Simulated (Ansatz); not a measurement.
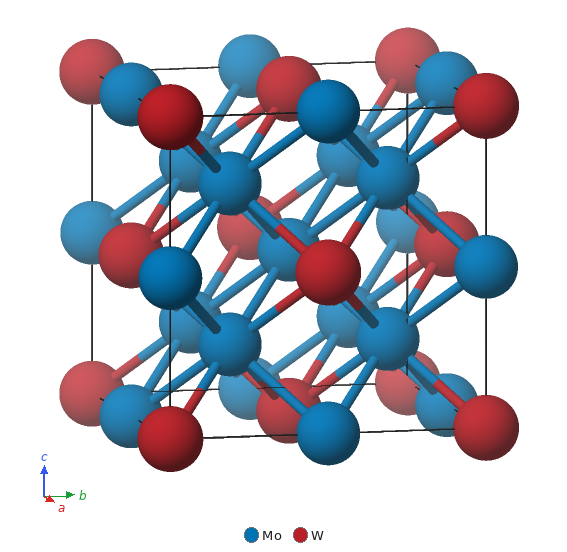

Crystal structure, ball-and-stick style, seen slightly off an axis. The edges of the conventional unit cell are marked.

Mo3W, D0₃ (BiF₃ or Fe₃Al type), space group Fm-3m (No. 225), a = 6.332 Å, b = 6.332 Å, c = 6.332 Å, α = 90.00°, β = 90.00°, γ = 90.00°. The model was built from a structure type filled with these elements by a generator (whether the compound takes this form wasn't checked). Earlier steps of the study, as a rule a relaxation of our own, may have changed the cell and positions, so they can lie some per cent off the listed ones. A calculation with Ansatz used it as input.

This one geometry was computed with Ansatz (DFT, plane waves, PAW) at three levels of theory: PBE with spin-orbit coupling, r2SCAN and PBE.

Which level gives the highest pressure at this volume, and what does that say about its equilibrium volume?

Highest: PBE with spin-orbit coupling (0.1 GPa) and PBE (0.0 GPa), which points to the largest equilibrium volume. Lowest, with the smallest volume: r2SCAN (-2.9 GPa). Levels within 0.5 GPa of each other can't be told apart.

How does the band gap change with the level of theory?

All levels give a metal.

Collect the results in a table.

| level | cutoff (eV) | k-mesh of the run's cell | gap (eV) | pressure (GPa) |
| --- | --- | --- | --- | --- |
| PBE with spin-orbit coupling | 420 | 12×12×12 | metal | 0.1 |
| r2SCAN | 500 | 12×12×12 | metal | -2.9 |
| PBE | 420 | 12×12×12 | metal | 0.0 |

Gaps are taken on the k-mesh or band path of each run.
